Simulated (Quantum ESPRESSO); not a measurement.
# Ta (P6_3/mmc): from the cell to the phonon bands, part 2 of 3

How does Ta (P6_3/mmc) vibrate, and is this structure a minimum?

Quantum ESPRESSO 7.5; DFT LDA, scalar-relativistic, plane waves, PseudoDojo norm-conserving pseudopotentials.

So far. Step 2 (A probe with smearing): No gap opens on this mesh, so smearing is kept; the start stands at -13 GPa. Step 4 (Ground state): The cell stands at -0.045 GPa, close enough for phonons. The relaxed cell has a = 2.830, c = 5.059 Å (conventional setting).

This is not the structure that Ta takes at ambient pressure and room temperature (bcc); it is a model or a phase of other conditions.

### 5. Phonons on a q mesh

Linear response treats each wavevector in the unit cell, with no supercell; the 2×2×2 mesh fixes the range of the force constants to be had.

ph.in

```
phonons
&inputph
   prefix = 'x'
   outdir = './tmp'
   fildyn = 'x.dyn'
   tr2_ph = 1.0d-18
   alpha_mix(1) = 0.4
   nmix_ph = 8
   ldisp = .true.
   nq1 = 2
   nq2 = 2
   nq3 = 2
/
```

Started as:

```
> OMP_NUM_THREADS=1 mpirun -n 4 ph.x -nk 4 -in ph.in > ph.out
```

Numbers of over 12 decimals in the logs are rounded to 6 here.

Log:

```text
[banners, grids, parts of the stress and lines that vanish by symmetry left out]
[banner, memory and clock lines left out]
Program PHONON v.7.5

     ./tmp/x.save/

     IMPORTANT: XC functional enforced from input :
     Exchange-correlation= PW
                           (   1   4   0   0   0   0   0)
     Any further DFT definition will be discarded
     Please, verify this is what you really want

     G-vector sticks info

     Reading collected, re-writing distributed wavefunctions in ./tmp/

     Dynamical matrices for ( 2, 2, 2)  uniform grid of q-points
     (   4 q-points):
       N         xq(1)         xq(2)         xq(3)
       1   0.000000000   0.000000000   0.000000000
       2   0.000000000   0.000000000  -0.279736615
       3   0.000000000  -0.577350269   0.000000000
       4   0.000000000  -0.577350269  -0.279736615

     Number and degeneracy of irreps per q-point
       N         xq(1)         xq(2)         xq(3)   N irreps
       1   0.000000000   0.000000000   0.000000000       4
        1   2   1   2
       2   0.000000000   0.000000000  -0.279736615       2
        2   4
       3   0.000000000  -0.577350269   0.000000000       6
     No degeneracy
       4   0.000000000  -0.577350269  -0.279736615       3
        2   2   2

     Calculation of q =    0.0000000   0.0000000   0.0000000

     phonons

     bravais-lattice index     =            4
     lattice parameter (alat)  =       5.3483  a.u.
     unit-cell volume          =     236.8061 (a.u.)^3
     number of atoms/cell      =            2
     number of atomic types    =            1
     kinetic-energy cut-off    =      64.0000  Ry
     charge density cut-off    =     256.0000  Ry
     convergence threshold     =      1.0E-18
     beta                      =       0.4000
     number of iterations used =            8
     Exchange-correlation= PW
                           (   1   4   0   0   0   0   0)

     celldm(1)=    5.34828  celldm(2)=    0.00000  celldm(3)=    1.78740
     celldm(4)=    0.00000  celldm(5)=    0.00000  celldm(6)=    0.00000

     crystal axes: (cart. coord. in units of alat)
               a(1) = (  1.0000  0.0000  0.0000 )
               a(2) = ( -0.5000  0.8660  0.0000 )
               a(3) = (  0.0000  0.0000  1.7874 )

     reciprocal axes: (cart. coord. in units 2 pi/alat)
               b(1) = (  1.0000  0.5774 -0.0000 )
               b(2) = (  0.0000  1.1547  0.0000 )
               b(3) = (  0.0000 -0.0000  0.5595 )

     Atoms inside the unit cell:

     Cartesian axes

     site n.  atom      mass           positions (alat units)
        1  Ta    180.9479   tau(    1) = (    0.50000    0.28868    1.34055  )
        2  Ta    180.9479   tau(    2) = (   -0.00000    0.57735    0.44685  )

     Computing dynamical matrix for
                    q = (   0.0000000   0.0000000   0.0000000 )

     25 Sym.Ops. (with q -> -q+G )

     G cutoff =  185.4846  (  16435 G-vectors)     FFT grid: ( 27, 27, 50)

     number of k points=   150  Marzari-Vanderbilt smearing, width (Ry)=  0.0200

     PseudoPot. # 1 for Ta read from file:
     ./pseudo/Ta.upf
     Pseudo is Norm-conserving + core correction, Zval = 13.0
     Using radial grid of 1432 points,  8 beta functions with:
                l(1) =   0
                l(2) =   0
                l(3) =   1
                l(4) =   1
                l(5) =   2
                l(6) =   2
                l(7) =   3
                l(8) =   3

     Mode symmetry, D_6h(6/mmm) point group:

     Atomic displacements:
     There are    4 irreducible representations

     Representation     1      1 modes -  To be done

     Representation     2      2 modes -  To be done

     Representation     3      1 modes -  To be done

     Representation     4      2 modes -  To be done

     Alpha used in Ewald sum =   2.4000

     Representation #   1 mode #   1

     Self-consistent Calculation
      iter #   1   av.it.:   8.1
      thresh= 1.000E-02 alpha_mix =  0.400 |ddv_scf|^2 =  1.144E-03
      iter #   2   av.it.:   9.4
      thresh= 3.383E-03 alpha_mix =  0.400 |ddv_scf|^2 =  5.161E-04
      iter #   3   av.it.:   8.7
      thresh= 2.272E-03 alpha_mix =  0.400 |ddv_scf|^2 =  9.903E-08
      iter #   4   av.it.:  10.3
      thresh= 3.147E-05 alpha_mix =  0.400 |ddv_scf|^2 =  7.155E-09
      iter #   5   av.it.:  10.2
      thresh= 8.458E-06 alpha_mix =  0.400 |ddv_scf|^2 =  3.880E-10
      iter #   6   av.it.:  10.7
      thresh= 1.970E-06 alpha_mix =  0.400 |ddv_scf|^2 =  1.662E-12
      iter #   7   av.it.:  10.1
      thresh= 1.289E-07 alpha_mix =  0.400 |ddv_scf|^2 =  1.245E-13
      iter #   8   av.it.:  10.4
      thresh= 3.528E-08 alpha_mix =  0.400 |ddv_scf|^2 =  2.571E-15
      iter #   9   av.it.:  10.6
      thresh= 5.070E-09 alpha_mix =  0.400 |ddv_scf|^2 =  1.461E-18
      iter #  10   av.it.:  10.6
      thresh= 1.209E-10 alpha_mix =  0.400 |ddv_scf|^2 =  3.588E-19

     End of self-consistent calculation

     Convergence has been achieved

     Representation #   2 modes #   2   3

     Self-consistent Calculation
      iter #   1   av.it.:   7.1
      thresh= 1.000E-02 alpha_mix =  0.400 |ddv_scf|^2 =  2.746E-06
      iter #   2   av.it.:  10.5
      thresh= 1.657E-04 alpha_mix =  0.400 |ddv_scf|^2 =  3.076E-07
      iter #   3   av.it.:  10.9
      thresh= 5.547E-05 alpha_mix =  0.400 |ddv_scf|^2 =  2.770E-09
      iter #   4   av.it.:  11.9
      thresh= 5.263E-06 alpha_mix =  0.400 |ddv_scf|^2 =  2.258E-11
[...]
End of self-consistent calculation

     Convergence has been achieved

     Representation #   3 mode #   4

     Self-consistent Calculation
[...]
End of self-consistent calculation

     Convergence has been achieved

     Representation #   4 modes #   5   6

     Self-consistent Calculation
[...]
End of self-consistent calculation

     Convergence has been achieved

     Number of q in the star =    1
     List of q in the star:
          1   0.000000000   0.000000000   0.000000000

     Diagonalizing the dynamical matrix

     q = (    0.000000000   0.000000000   0.000000000 )

 **************************************************************************
     freq (    1) =      -1.647985 [THz] =     -54.970847 [cm-1]
     freq (    2) =      -1.647985 [THz] =     -54.970847 [cm-1]
     freq (    3) =       0.016249 [THz] =       0.542015 [cm-1]
     freq (    4) =       0.020577 [THz] =       0.686359 [cm-1]
     freq (    5) =       0.020577 [THz] =       0.686359 [cm-1]
     freq (    6) =       5.826231 [THz] =     194.342136 [cm-1]
 **************************************************************************

     Mode symmetry, D_6h(6/mmm) point group:

     freq (   1-   2) =        -55.0  [cm-1]   --> E_2g            R
     freq (   3-   3) =          0.5  [cm-1]   --> A_2u            I
     freq (   4-   5) =          0.7  [cm-1]   --> E_1u            I
     freq (   6-   6) =        194.3  [cm-1]   --> B_1g

     Calculation of q =    0.0000000   0.0000000  -0.2797366
     [... set-up and bands at k+q left out ...]

     Atomic displacements:
     There are    2 irreducible representations

     Representation     1      2 modes -  To be done

     Representation     2      4 modes -  To be done

     Message from routine init_vloc:
     Interpolation table for Vloc re-allocated

     Alpha used in Ewald sum =   2.4000

     Representation #   1 modes #   1   2

     Self-consistent Calculation

[...]
End of self-consistent calculation

     Convergence has been achieved

     Representation #   2 modes #   3   4   5   6

     Self-consistent Calculation

[...]
End of self-consistent calculation

     Convergence has been achieved

     Number of q in the star =    1
     List of q in the star:
          1   0.000000000   0.000000000  -0.279736615

     Diagonalizing the dynamical matrix

     q = (    0.000000000   0.000000000  -0.279736615 )

 **************************************************************************
     freq (    1) =      -1.296581 [THz] =     -43.249279 [cm-1]
     freq (    2) =      -1.296581 [THz] =     -43.249279 [cm-1]
     freq (    3) =      -1.296581 [THz] =     -43.249279 [cm-1]
     freq (    4) =      -1.296581 [THz] =     -43.249279 [cm-1]
     freq (    5) =       4.102046 [THz] =     136.829514 [cm-1]
     freq (    6) =       4.102046 [THz] =     136.829514 [cm-1]
 **************************************************************************

     Calculation of q =    0.0000000  -0.5773503   0.0000000
     [... set-up and bands at k+q left out ...]

     Mode symmetry, D_2h (mmm)  point group:

     Atomic displacements:
     There are    6 irreducible representations

     Representation     1      1 modes -  To be done

     Representation     2      1 modes -  To be done

     Representation     3      1 modes -  To be done

     Representation     4      1 modes -  To be done

     Representation     5      1 modes -  To be done

     Representation     6      1 modes -  To be done

     Alpha used in Ewald sum =   2.4000

     Representation #   1 mode #   1

     Self-consistent Calculation

[...]
End of self-consistent calculation

     Convergence has been achieved

     Representation #   2 mode #   2

     Self-consistent Calculation

[...]
End of self-consistent calculation

     Convergence has been achieved

     Representation #   3 mode #   3

     Self-consistent Calculation

[...]
End of self-consistent calculation

     Convergence has been achieved

     Representation #   4 mode #   4

     Self-consistent Calculation

[...]
End of self-consistent calculation

     Convergence has been achieved

     Representation #   5 mode #   5

     Self-consistent Calculation

[...]
End of self-consistent calculation

     Convergence has been achieved

     Representation #   6 mode #   6

     Self-consistent Calculation

[...]
End of self-consistent calculation

     Convergence has been achieved

     Number of q in the star =    3
     List of q in the star:
          1   0.000000000  -0.577350269   0.000000000
          2   0.500000000   0.288675135   0.000000000
          3  -0.500000000   0.288675135   0.000000000

     Diagonalizing the dynamical matrix

     q = (    0.000000000  -0.577350269   0.000000000 )

 **************************************************************************
     freq (    1) =       0.929210 [THz] =      30.995099 [cm-1]
     freq (    2) =       1.943089 [THz] =      64.814478 [cm-1]
     freq (    3) =       2.705172 [THz] =      90.234835 [cm-1]
     freq (    4) =       4.073502 [THz] =     135.877416 [cm-1]
     freq (    5) =       4.128977 [THz] =     137.727832 [cm-1]
     freq (    6) =       4.753978 [THz] =     158.575625 [cm-1]
 **************************************************************************

     Mode symmetry, D_2h (mmm)  point group:

     freq (   1-   1) =         31.0  [cm-1]   --> B_1g
     freq (   2-   2) =         64.8  [cm-1]   --> B_2g
     freq (   3-   3) =         90.2  [cm-1]   --> B_2u
     freq (   4-   4) =        135.9  [cm-1]   --> B_1u
     freq (   5-   5) =        137.7  [cm-1]   --> B_3u
     freq (   6-   6) =        158.6  [cm-1]   --> A_g

     Calculation of q =    0.0000000  -0.5773503  -0.2797366
     [... set-up and bands at k+q left out ...]

     Atomic displacements:
     There are    3 irreducible representations

     Representation     1      2 modes -  To be done

     Representation     2      2 modes -  To be done

     Representation     3      2 modes -  To be done

     Alpha used in Ewald sum =   2.4000

     Representation #   1 modes #   1   2

     Self-consistent Calculation

[...]
End of self-consistent calculation

     Convergence has been achieved

     Representation #   2 modes #   3   4

     Self-consistent Calculation

[...]
End of self-consistent calculation

     Convergence has been achieved

     Representation #   3 modes #   5   6

     Self-consistent Calculation

[...]
iter #   4   av.it.:  12.4
      thresh= 6.173E-06 alpha_mix =  0.400 |ddv_scf|^2 =  7.619E-11

      iter #   5   av.it.:  12.3
      thresh= 8.729E-07 alpha_mix =  0.400 |ddv_scf|^2 =  3.090E-12

      iter #   6   av.it.:  12.4
      thresh= 1.758E-07 alpha_mix =  0.400 |ddv_scf|^2 =  1.795E-13

      iter #   7   av.it.:  12.6
      thresh= 4.237E-08 alpha_mix =  0.400 |ddv_scf|^2 =  2.436E-15

      iter #   8   av.it.:  12.2
      thresh= 4.936E-09 alpha_mix =  0.400 |ddv_scf|^2 =  5.081E-17

      iter #   9   av.it.:  12.2
      thresh= 7.128E-10 alpha_mix =  0.400 |ddv_scf|^2 =  2.681E-18

      iter #  10   av.it.:  12.4
      thresh= 1.637E-10 alpha_mix =  0.400 |ddv_scf|^2 =  2.663E-21

     End of self-consistent calculation

     Convergence has been achieved

     Number of q in the star =    3
     List of q in the star:
          1   0.000000000  -0.577350269  -0.279736615
          2   0.500000000   0.288675135   0.279736615
          3  -0.500000000   0.288675135   0.279736615

     Diagonalizing the dynamical matrix

     q = (    0.000000000  -0.577350269  -0.279736615 )

 **************************************************************************
     freq (    1) =       1.777700 [THz] =      59.297690 [cm-1]
     freq (    2) =       1.777700 [THz] =      59.297690 [cm-1]
     freq (    3) =       2.943345 [THz] =      98.179435 [cm-1]
     freq (    4) =       2.943345 [THz] =      98.179435 [cm-1]
     freq (    5) =       4.986799 [THz] =     166.341720 [cm-1]
     freq (    6) =       4.986799 [THz] =     166.341720 [cm-1]
 **************************************************************************


[key lines of the parts left out:]
the Fermi energy is    19.0623 ev
```

The job ended after 43 min (4 MPI ranks of Arm Neoverse V2, shared host; 2.8 h of CPU time).

Numbers from this step:

```
largest acoustic frequency at the zone centre before the sum rule  : 0.69 cm⁻¹
highest optical zone-centre mode (no LO-TO term)                   : 194.3 cm⁻¹
lowest optical zone-centre mode                                    : -54.97 cm⁻¹
lowest mode on the q mesh (acoustic ones at the zone centre apart) : -54.97 cm⁻¹
```

Frequencies (cm⁻¹) at each irreducible wavevector; negative means imaginary. Frequencies by wavevector:

```
q (fractions)  star  mode 1  mode 2  mode 3  mode 4  mode 5  mode 6
        0 0 0     1  -54.97  -54.97    0.54    0.69    0.69   194.3
     0 0 -0.5     1  -43.25  -43.25  -43.25  -43.25   136.8   136.8
     0 -0.5 0     3      31   64.81   90.23   135.9   137.7   158.6
  0 -0.5 -0.5     3    59.3    59.3   98.18   98.18   166.3   166.3
```

The acoustic modes at Γ come out as far as 0.7 cm⁻¹ from zero, where they should vanish, a small numerical error. The lowest optical mode is imaginary, 55i cm⁻¹, an instability at this level and on this k mesh.

### 6. Force constants in real space

The dynamical matrices of the mesh are Fourier-transformed to force constants in real space.

q2r.in

```
&input
   fildyn = 'x.dyn'
   zasr = 'crystal'
   flfrc = 'x.fc'
/
```

Started as:

```
> q2r.x < q2r.in > q2r.out
```

Log:

```text
[banners, grids, parts of the stress and lines that vanish by symmetry left out]
[banner, memory and clock lines left out]
Program Q2R v.7.5

  reading grid info from file x.dyn0

  reading force constants from file x.dyn1
  Dielectric Tensor not found
  nqs=            1
 q=   0.00000000  0.00000000  0.00000000
  reading force constants from file x.dyn2
  nqs=            1
 q=   0.00000000  0.00000000 -0.27973662
  reading force constants from file x.dyn3
  nqs=            3
[...]
reading force constants from file x.dyn4
  nqs=            3
[...]
q=   0.50000000  0.28867514  0.27973662
 q=  -0.50000000  0.28867514  0.27973662

      q-space grid ok, #points =    8

      fft-check success (sum of imaginary terms < 10^-12)
```

Elapsed: 0.45 s, on 1 thread.

### 7. Dispersion

From the force constants any wavevector is cheap; points of the mesh come back as solved, but for the sum rule and, in polar crystals, the LO-TO term at Γ; the rest is interpolation.

matdyn.in

```
&input
   asr = 'crystal'
   flfrc = 'x.fc'
   flfrq = 'x.freq'
   flvec = 'x.modes'
   q_in_band_form = .true.
   q_in_cryst_coord = .true.
/
12
  0.0000000   0.0000000   0.0000000  12  ! GAMMA
  0.5000000  -0.0000000   0.0000000  12  ! M
  0.3333333   0.3333333   0.0000000  12  ! K
  0.0000000   0.0000000   0.0000000  12  ! GAMMA
  0.0000000   0.0000000   0.5000000  12  ! A
  0.5000000  -0.0000000   0.5000000  12  ! L
  0.3333333   0.3333333   0.5000000  12  ! H
  0.0000000   0.0000000   0.5000000   1  ! A
  0.5000000  -0.0000000   0.5000000  12  ! L
  0.5000000  -0.0000000   0.0000000   1  ! M
  0.3333333   0.3333333   0.5000000  12  ! H
  0.3333333   0.3333333   0.0000000   1  ! K
```

Started as:

```
> matdyn.x -in matdyn.in > matdyn.out
```

Log:

```text
[banner, memory and clock lines left out]
Program MATDYN v.7.5

 mass for atomic type   1 not given; uses mass from file x.fc
 Norm of the difference between old and new effective charges:    0.000000

 Norm of the difference between old and new force-constants:   3.5243e-06

     Message from routine matdyn:
     Z* not found in file x.fc, TO-LO splitting at q=0 will be absent!
     Message from routine matdyn:
     Z* not found in file x.fc, TO-LO splitting at q=0 will be absent!

Note: The following floating-point exceptions are signalling: IEEE_UNDERFLOW_FLAG
```

The job ended after 0.45 s (1 thread).

Numbers from this step:

```yaml
lowest_frequency_on_the_path: -54.97 cm⁻¹
```

Matdyn.x, sum rule crystal. The phonon branches at the labelled points (cm⁻¹):

```
    point  branch 1  branch 2  branch 3  branch 4  branch 5  branch 6
        Γ       -55       -55         0         0         0       194
        M        31        65        90       136       138       159
        K       101       102       102       123       123       142
        Γ       -55       -55         0         0         0       194
        A       -43       -43       -43       -43       137       137
        L        59        59        98        98       166       166
        H        84        84       129       129       143       143
        A       -43       -43       -43       -43       137       137
jump to L        59        59        98        98       166       166
        M        31        65        90       136       138       159
jump to H        84        84       129       129       143       143
        K       101       102       102       123       123       142
```

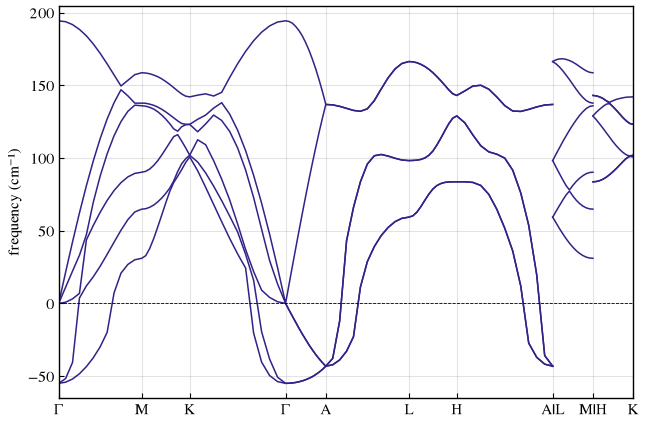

Phonon branches along the path.

Force constants by pair (phonopy on the run's constants); pairs near half the supercell's span include their periodic images. Pair force constants, by row:

```
atom  neighbour  distance (Å)  third of the trace (eV/Å²)  along the pair's line (eV/Å²)
 Ta1     itself             0                       7.407                              –
 Ta1         Ta          2.83                      -1.329                         -5.895
 Ta1         Ta         3.011                     -0.6514                         -2.526
 Ta1         Ta         4.132                      0.1951                         0.1959
 Ta1         Ta         5.059                     -0.2155                        -0.0737
 Ta1         Ta         5.797                      0.1044                          0.156
 Ta2     itself             0                       7.407                              –
 Ta2         Ta          2.83                      -1.329                         -5.895
 Ta2         Ta         3.011                     -0.6514                         -2.526
 Ta2         Ta         4.132                      0.1951                         0.1959
 Ta2         Ta         5.059                     -0.2155                        -0.0737
 Ta2         Ta         5.797                      0.1044                          0.156
```

Mode patterns, pair constants, displacements and means over the zone were worked out by phonopy from the force constants of q2r.x.

The path dips to 55i cm⁻¹.

(Continued in part 3 of 3.)

[Host names and launcher messages were left out of these logs when they were recorded.]

[Logs are printed without paths, hosts, clocks, repeated set-up lines and the standing remarks that a program may print on its own settings, such as how far it seeks lower states.]

[Hosts, paths, dates, database ids (printed as entryN), source tags and the programs' standing remarks are cut or masked in the printed files.]
